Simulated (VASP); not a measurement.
Band structure of Nb (bcc). Method: SCAN meta-GGA, VASP's PBE PAW potentials (set 64) (plane waves; VASP).

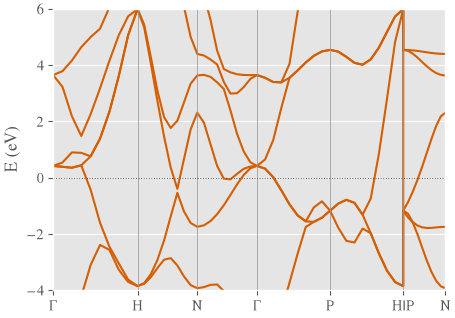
Bands along high-symmetry lines, zero at the valence-band maximum or, without a gap, the Fermi level

Question: Read the plot: is there a gap, and where are the band edges?

Answer: It has no gap at this level: it comes out as a metal or semimetal.

The compound is Nb in the bcc structure. It was relaxed first.
